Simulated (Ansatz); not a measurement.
System: Al₂ClH₄O₄ (doublet).

```yaml
atoms:
  - { symbol: Al, position_ang: [0.0932, -0.0099, 1.0127] }
  - { symbol: O, position_ang: [1.0955, 0.2594, -0.4039] }
  - { symbol: Al, position_ang: [-0.1791, -0.0153, -1.6358] }
  - { symbol: O, position_ang: [-1.3342, -0.1240, -0.0342] }
  - { symbol: O, position_ang: [-0.3777, -1.6228, -2.2099] }
  - { symbol: Cl, position_ang: [0.1979, -1.1830, 2.7332] }
  - { symbol: H, position_ang: [1.1128, 1.4259, 0.3483] }
  - { symbol: O, position_ang: [0.5868, 1.7623, 1.2889] }
  - { symbol: H, position_ang: [-2.0954, -0.7028, 0.0289] }
  - { symbol: H, position_ang: [-0.2579, -1.8445, -3.1316] }
  - { symbol: H, position_ang: [1.1581, 2.0549, 2.0034] }
```

A transition-state structure; geometry: PBE0-D4/def2-TZVP.

All numbers below come from UKS PBE0-D4/def2-TZVPP (Ansatz 0.2.0).

### What will maps of the electron density, electron localisation function and spin density show?

Al–O (1.77 Å): ρ at the midpoint is about 0.75 e/Å³; the ELF peaks at about 0.90 in the valence shell of O, 0.6 Å from its nucleus, and is about 0.50 at the midpoint.
Al–O (1.98 Å): ρ is about 0.47 e/Å³ halfway; the ELF peaks at about 0.90 in the valence shell of O, 0.6 Å from its nucleus, and is about 0.45 at the midpoint.
The unpaired spin (1 electron) lies mostly on Al3 (about 0.8), in electrons by Hirshfeld's partition.

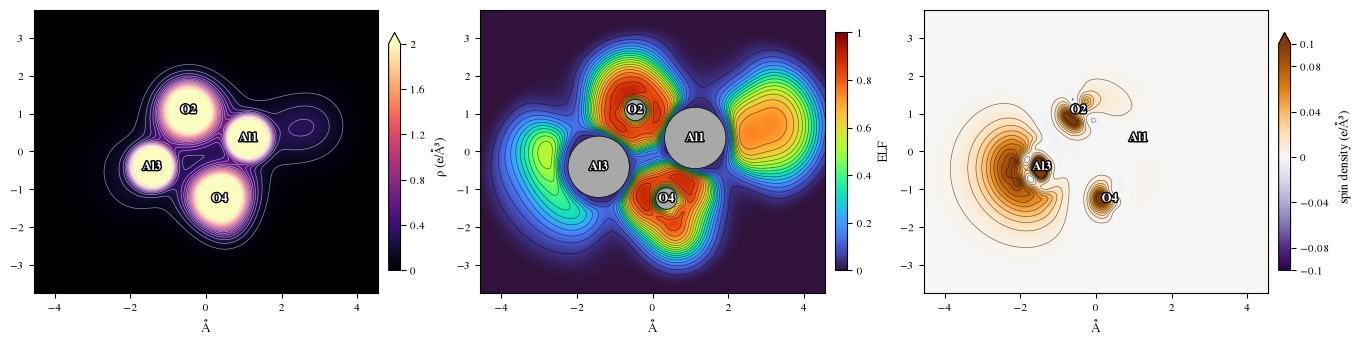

Computed electron density, electron localisation function and spin density on the plane of atoms Al1, O4 and Al3, in this order. Grey discs cover the atomic cores in the ELF map. 
